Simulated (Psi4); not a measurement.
Reaction (SMILES): [SiH4] (SiH4) → [SiH3-] + H+
B3LYP-D3(BJ)/def2-TZVP geometries, fixed; electronic energies without zero-point terms.

Basis-set convergence of the deprotonation energy at HF with Psi4. All functions are spherical. Density fitting with the program's default auxiliary sets. Psi4's default fitting sets serve the pcseg sets less well. No added dispersion term, no relativity. Functions are those of the species that has most. Reference: the value in aug-cc-pV(Q+d)Z, 386.73 kcal/mol, itself unsure by roughly 0.31 kcal/mol (its distance from def2-QZVPPD). Deviations are taken from unrounded values.

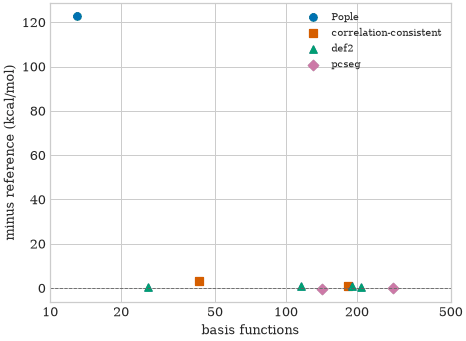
Figure. Deviation from the reference against the number of basis functions, by family of sets.

| basis | functions | deprotonation energy (kcal/mol) | minus reference (kcal/mol) |
|---|---|---|---|
| STO-3G | 13 | 509.40 | 122.67 |
| def2-SV(P) | 26 | 387.40 | 0.67 |
| cc-pV(D+d)Z | 43 | 389.88 | 3.15 |
| def2-TZVPPD | 116 | 387.50 | 0.77 |
| aug-pcseg-2 | 142 | 386.43 | -0.30 |
| cc-pV(Q+d)Z | 184 | 387.75 | 1.02 |
| def2-QZVPP | 190 | 387.45 | 0.72 |
| def2-QZVPPD | 208 | 387.04 | 0.31 |
| aug-pcseg-3 | 285 | 386.74 | 0.01 |
